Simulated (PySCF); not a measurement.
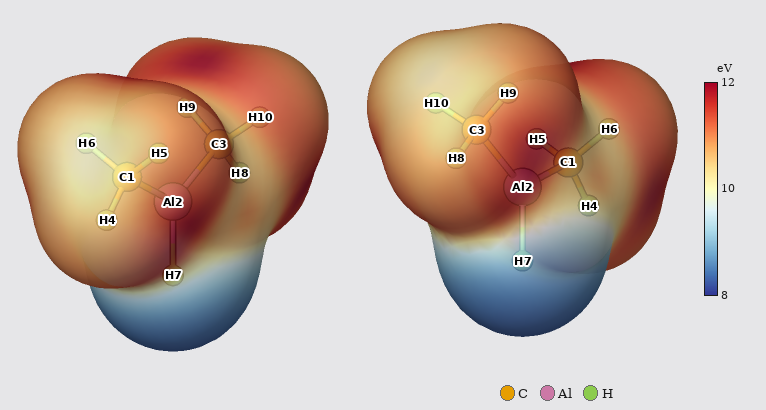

*C$_{2}$H$_{7}$Al, SMILES `C[AlH]C`. Average local ionisation energy on the surface of electron density 0.001 a.u. (back view left, front view right).*

Computed with PySCF, B3LYP/def2-TZVP, geometry: GFN2-xTB. No frequency check shows the geometry to be a minimum.

The calculation's input:

```python
import numpy as np
from pyscf import gto, scf, dft
from pyscf.scf import atom_ks, atom_hf
from scipy.linalg import block_diag

def solve(mol, dm0=None, hcore=None):
    mf = (dft.UKS if mol.spin else dft.RKS)(mol, xc='b3lyp')
    mf.grids.level = 3
    mf = mf.density_fit(auxbasis='def2-universal-jkfit')
    mf.conv_tol, mf.max_cycle = 1e-8, 80
    if hcore is not None:
        mf.get_hcore = lambda *args: hcore
    mf.kernel(dm0)
    if not mf.converged:
        mf = mf.newton().run(mf.mo_coeff, mf.mo_occ, max_cycle=30)
    assert mf.converged, 'SCF not converged'
    return mf

mol = gto.M(atom='''
C     -1.79270     0.39394     0.00012
Al    -0.00002    -0.46947    -0.00032
C      1.79286     0.39377     0.00016
H     -2.58809    -0.36198     0.00005
H     -1.96832     1.03089     0.87504
H     -1.96814     1.03167    -0.87445
H     -0.00151    -2.02320     0.00130
H      2.58818    -0.36222    -0.00017
H      1.96854     1.03119    -0.87441
H      1.96868     1.03041     0.87509
''', basis='def2-tzvp', charge=0, spin=0, verbose=4)
mf = solve(mol)
mf.analyze()
# spherically averaged free atoms, for the promolecule
atm = atom_ks.get_atm_nrks(mol, xc='b3lyp')
pro = block_diag(*[(atm[a[0]][2] * atm[a[0]][3]) @ atm[a[0]][2].T for a in mol._atom])
np.savez('result.npz', e=mf.e_tot, c=mf.mo_coeff, occ=mf.mo_occ, eps=mf.mo_energy, pro=pro, dip=mf.dip_moment(verbose=0), s2=mf.spin_square()[0])
```

Command:

```sh
OMP_NUM_THREADS=1 python input.py
```

The run took 13 s on 1 thread of Intel(R) Xeon(R) Platinum 8259CL CPU @ 2.50GHz (Skylake/Cascade Lake) (shared host), peak memory 0.53 GiB.

Partitions, critical points and surface values were worked out afterwards from this run's density.

Where are the most loosely bound electrons on this surface?

Answer. The lowest value is 8.3 eV, 1.6 Å from H7. Further minima include 9.9 eV, near H4 (1.88 Å), H6 (1.89 Å), H5 (1.95 Å) and C1 (2.04 Å), and at like points elsewhere; 10.5 eV, near H5 (1.97 Å) and Al2 (2.11 Å), over C1 (2.4 Å), and at like points elsewhere. For comparison, the highest occupied orbital lies at −7.6 eV.

What volume does the surface enclose, and what is the dipole moment?

Answer. About 108 Å³; the dipole moment is 0.7 D.
